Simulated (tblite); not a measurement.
## Saddle-point search of C5H7F2S (charge −1)

The run: saddle-point search of C5H7F2S, charge −1, SMILES FC(F)C1([S-])CCC1. Method and program: GFN2-xTB saddle search (eigenvector following) and harmonic vibrations, gas phase (tblite 0.8.0).

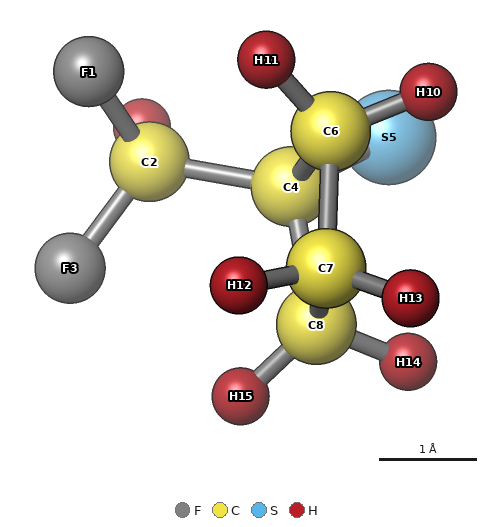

*The structure as given in the input (ball-and-stick view, seen at a tilt; atoms are numbered from 1 in the order of the input).*

Results in brief:

- outcome: converged
- total energy: −740.2175 eV
- point group: Cs
- hardware: 1 CPU thread, shared host
- wall time: 2.8 s
- peak memory: 0.19 GiB

Input:
```
{"job": {"xc": "GFN2-xTB", "basis": "xTB", "kind": "saddle"}, "charge": -1, "multiplicity": 1}
F     -1.848552    -1.390767     0.633518
C     -1.654262    -0.371717    -0.261899
F     -1.541727    -1.029498    -1.462761
C     -0.473376     0.539863     0.076490
S     -1.136097     2.177459     0.388379
C      0.483603    -0.031046     1.158137
C      1.501876    -0.380154     0.068606
C      0.699535     0.449639    -0.937621
H     -2.589065     0.203089    -0.302277
H      0.816470     0.770882     1.814492
H      0.108717    -0.857697     1.761729
H      1.505279    -1.443148    -0.174484
H      2.527712    -0.051682     0.244542
H      1.121198     1.437576    -1.112803
H      0.478690    -0.022797    -1.894048
```

The first line tells a small driver script what to run in tblite; the rest is the geometry in Å.

Launch command:
```bash
OMP_NUM_THREADS=1 python <driver script> task.json out
```

The program's output:
```
step      E/eV     max force
  0    -740.21808   0.0255
  1    -740.21723   0.0814
  2    -740.21777   0.0262
  3    -740.21746   0.0354
  4    -740.21747   0.0073
  5    -740.21749   0.0028
lowest wavenumbers (cm-1): -57.4 74.7 231.1 241.5 267.2 313.2
```

Trajectory as extended XYZ (Å, eV, eV/Å), 6 frames, from step=0 to step=5:
```
15
Properties=species:S:1:pos:R:3:forces:R:3 step=0 energy=-740.21808
F    -1.8486   -1.3908    0.6335   -0.0050   0.0050   0.0190
C    -1.6543   -0.3717   -0.2619   -0.0180  -0.0070   0.0030
F    -1.5417   -1.0295   -1.4628    0.0170  -0.0040   0.0030
C    -0.4734    0.5399    0.0765    0.0020  -0.0010   0.0060
S    -1.1361    2.1775    0.3884   -0.0050  -0.0090  -0.0090
C     0.4836   -0.0310    1.1581    0.0020  -0.0110  -0.0120
C     1.5019   -0.3802    0.0686    0.0090   0.0140  -0.0070
C     0.6995    0.4496   -0.9376   -0.0160  -0.0070  -0.0080
H    -2.5891    0.2031   -0.3023   -0.0010   0.0090   0.0040
H     0.8165    0.7709    1.8145    0.0060  -0.0010   0.0130
H     0.1087   -0.8577    1.7617   -0.0060   0.0170  -0.0180
H     1.5053   -1.4431   -0.1745    0.0050  -0.0170  -0.0060
H     2.5277   -0.0517    0.2445    0.0050  -0.0130   0.0190
H     1.1212    1.4376   -1.1128   -0.0050   0.0110   0.0020
H     0.4787   -0.0228   -1.8940    0.0110   0.0130  -0.0090
15
Properties=species:S:1:pos:R:3:forces:R:3 step=1 energy=-740.21723
F    -1.7864   -1.4439    0.5995    0.0030   0.0570  -0.0580
C    -1.6472   -0.3808   -0.2603   -0.0270  -0.0240  -0.0020
F    -1.5599   -0.9828   -1.4922   -0.0160   0.0190   0.0650
C    -0.4746    0.5457    0.0700   -0.0050  -0.0050   0.0010
S    -1.1524    2.1807    0.3590    0.0000  -0.0070  -0.0020
C     0.4812   -0.0118    1.1599    0.0030  -0.0030   0.0020
C     1.4899   -0.3935    0.0721    0.0020  -0.0030   0.0030
C     0.7051    0.4515   -0.9358    0.0010  -0.0010  -0.0020
H    -2.5968    0.1744   -0.2405    0.0520  -0.0410  -0.0040
H     0.8273    0.8009    1.7970   -0.0020  -0.0090  -0.0050
H     0.0987   -0.8195    1.7833    0.0040   0.0090  -0.0070
H     1.4607   -1.4583   -0.1662    0.0010   0.0160   0.0030
H     2.5262   -0.0969    0.2481   -0.0160  -0.0040  -0.0010
H     1.1361    1.4392   -1.0920   -0.0030  -0.0060   0.0010
H     0.4922   -0.0047   -1.9020    0.0020   0.0020   0.0060
15
Properties=species:S:1:pos:R:3:forces:R:3 step=2 energy=-740.21777
F    -1.8193   -1.4140    0.6191   -0.0040  -0.0120   0.0230
C    -1.6505   -0.3765   -0.2606    0.0010   0.0050   0.0020
F    -1.5491   -1.0098   -1.4740    0.0110  -0.0090  -0.0160
C    -0.4740    0.5429    0.0732    0.0020   0.0010   0.0020
S    -1.1452    2.1787    0.3732   -0.0020  -0.0010  -0.0020
C     0.4825   -0.0219    1.1584    0.0000  -0.0030  -0.0040
C     1.4957   -0.3869    0.0696    0.0030   0.0050  -0.0030
C     0.7023    0.4514   -0.9369   -0.0050  -0.0020  -0.0030
H    -2.5915    0.1884   -0.2739   -0.0140   0.0140   0.0000
H     0.8224    0.7844    1.8060    0.0030   0.0010   0.0060
H     0.1031   -0.8391    1.7710   -0.0030   0.0030  -0.0040
H     1.4825   -1.4505   -0.1719    0.0010  -0.0090  -0.0030
H     2.5267   -0.0753    0.2466    0.0050  -0.0030   0.0060
H     1.1284    1.4396   -1.1010   -0.0010   0.0050   0.0010
H     0.4861   -0.0115   -1.8989    0.0030   0.0040  -0.0040
15
Properties=species:S:1:pos:R:3:forces:R:3 step=3 energy=-740.21746
F    -1.7923   -1.4381    0.6022    0.0010   0.0250  -0.0250
C    -1.6482   -0.3796   -0.2602   -0.0120  -0.0120  -0.0020
F    -1.5600   -0.9864   -1.4887   -0.0060   0.0080   0.0300
C    -0.4744    0.5450    0.0703   -0.0020  -0.0020   0.0010
S    -1.1503    2.1804    0.3610    0.0000  -0.0030  -0.0010
C     0.4813   -0.0141    1.1595    0.0010  -0.0010   0.0000
C     1.4915   -0.3917    0.0720    0.0000  -0.0010   0.0010
C     0.7046    0.4508   -0.9363   -0.0010  -0.0010   0.0000
H    -2.5955    0.1773   -0.2451    0.0220  -0.0180  -0.0020
H     0.8255    0.7966    1.7995    0.0000  -0.0030  -0.0010
H     0.0991   -0.8242    1.7797    0.0010   0.0030  -0.0030
H     1.4670   -1.4561   -0.1667    0.0000   0.0040   0.0000
H     2.5260   -0.0909    0.2488   -0.0030  -0.0010   0.0000
H     1.1342    1.4385   -1.0950   -0.0010   0.0000   0.0000
H     0.4913   -0.0077   -1.9012    0.0000   0.0010   0.0000
15
Properties=species:S:1:pos:R:3:forces:R:3 step=4 energy=-740.21747
F    -1.7790   -1.4478    0.5937    0.0020   0.0050  -0.0050
C    -1.6456   -0.3818   -0.2604   -0.0020  -0.0020   0.0010
F    -1.5621   -0.9779   -1.4933   -0.0020   0.0020   0.0030
C    -0.4747    0.5466    0.0696    0.0000   0.0000   0.0000
S    -1.1550    2.1806    0.3566    0.0010  -0.0010   0.0000
C     0.4809   -0.0096    1.1602    0.0010  -0.0010   0.0010
C     1.4879   -0.3951    0.0726    0.0010  -0.0010   0.0010
C     0.7055    0.4518   -0.9354    0.0010   0.0000   0.0000
H    -2.5952    0.1694   -0.2349    0.0030  -0.0030   0.0000
H     0.8290    0.8040    1.7946   -0.0010  -0.0030  -0.0020
H     0.0977   -0.8148    1.7860    0.0010   0.0020  -0.0020
H     1.4545   -1.4595   -0.1654    0.0010   0.0050   0.0010
H     2.5250   -0.1025    0.2481   -0.0040  -0.0010   0.0000
H     1.1381    1.4391   -1.0896   -0.0010  -0.0020   0.0000
H     0.4929   -0.0026   -1.9024    0.0000   0.0000   0.0010
15
Properties=species:S:1:pos:R:3:forces:R:3 step=5 energy=-740.21749
F    -1.7844   -1.4437    0.5964    0.0000   0.0020  -0.0020
C    -1.6470   -0.3805   -0.2602   -0.0010  -0.0010   0.0000
F    -1.5629   -0.9801   -1.4915   -0.0010   0.0010   0.0020
C    -0.4744    0.5458    0.0697    0.0000   0.0000   0.0000
S    -1.1522    2.1807    0.3581    0.0000   0.0000   0.0000
C     0.4809   -0.0119    1.1598    0.0000   0.0000   0.0000
C     1.4899   -0.3931    0.0727    0.0000   0.0000   0.0000
C     0.7052    0.4508   -0.9360    0.0000   0.0000   0.0000
H    -2.5953    0.1731   -0.2379    0.0020  -0.0010   0.0000
H     0.8267    0.8000    1.7974    0.0000   0.0010   0.0010
H     0.0981   -0.8196    1.7824    0.0000  -0.0010   0.0000
H     1.4617   -1.4575   -0.1653    0.0000  -0.0010   0.0000
H     2.5253   -0.0958    0.2491    0.0010   0.0010   0.0000
H     1.1361    1.4381   -1.0932    0.0000   0.0010   0.0000
H     0.4923   -0.0064   -1.9015    0.0000  -0.0010   0.0000
```

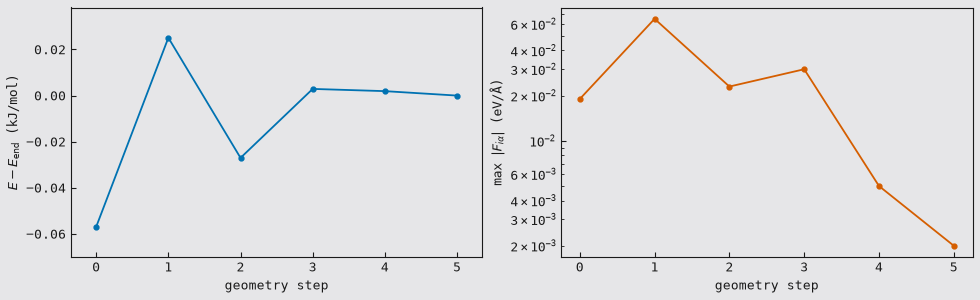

*Progress of the saddle-point search, step by step (steps are counted from 0).*

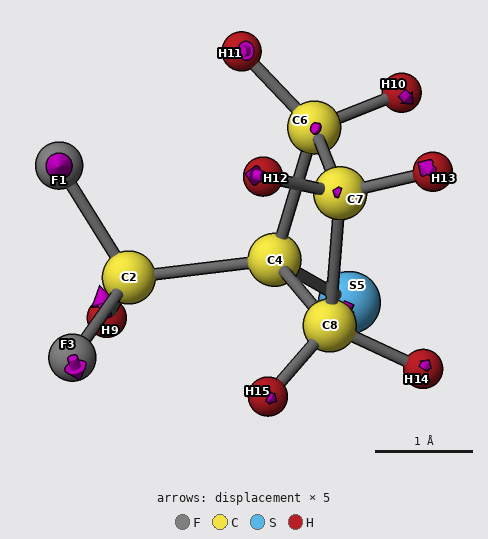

*The starting structure with the displacements as pink arrows, magnified 5 times (ball-and-stick view, seen at a tilt). The two geometries are laid on each other by the best rigid fit.*

The atom that moves furthest after the best rigid fit is F1 (0.091 Å). By element the largest moves are F 0.091 Å, H 0.071 Å, S 0.034 Å, C 0.019 Å. The energy rises by 0.06 kJ/mol in 5 geometry steps. The largest force component goes from 0.019 to 0.002 eV/Å. (Atoms are counted from 1 in the order of the input.)
